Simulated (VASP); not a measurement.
Data:

```
HfN
1.0
    0.00000     2.26667     2.26667
    2.26667     0.00000     2.26667
    2.26667     2.26667     0.00000
Hf N
1 1
Direct
  0.00000   0.00000   0.00000
  0.50000   0.50000   0.50000
```

The numbers are results of optB88-vdW, VASP's PBE PAW potentials (set 64) (plane waves; VASP), not measurements. Numerical set-up: 520 eV cut-off, 16×16×16 Γ-centred mesh, tetrahedra with Blöchl corrections, potentials Hf_pv N.

Unless said otherwise, spin-orbit coupling is left out, though it shifts the bands of the heavy elements here.

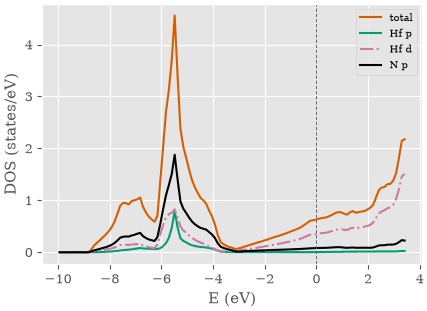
Total and projected density of states, zero at the Fermi level

Within 2 eV below the Fermi level the largest weight inside VASP's projection spheres is Hf d, then N p.

It has no gap at this level: it comes out as a metal or semimetal.

The compound is HfN in the rock salt structure. It was relaxed first. The electron count is odd and the run is not spin-polarised, which forces a metal.
